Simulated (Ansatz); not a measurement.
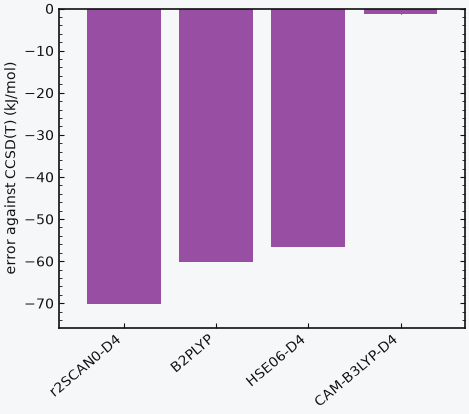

Error in the electronic atomisation energy (method less reference, so positive means overbinding) of Si₂NH₅ClF, SMILES F[Si@H](Cl)N[SiH3]: functionals in def2-TZVPP against frozen-core CCSD(T) at the limit (MP2 extrapolated from triple and quadruple zeta, plus CCSD(T) less MP2 in a smaller set), which gives 3459.4 kJ/mol, at a PBE0-D4/def2-TZVP geometry (a minimum by its frequencies), no zero-point or spin-orbit term, the Ansatz code 0.2.0. The reference leaves out core correlation, a term that grows with the number of heavy atoms. B2PLYP holds a correlation term that converges slowly with the basis, so part of the distance to the limit is basis error. No dispersion term is added to B2PLYP.

Question: What range do the values span?

Answer: From −70.2 kJ/mol (r2SCAN0-D4) to −1.2 kJ/mol (CAM-B3LYP-D4).

Question: Which of these levels overbind, and which underbind?

Answer: Overbind: none clearly. Underbind: r2SCAN0-D4, B2PLYP and HSE06-D4. Within 25 kJ/mol of zero, too close to call in view of what the reference leaves out: CAM-B3LYP-D4.

Limits of at least one run: one conformer of a flexible molecule.
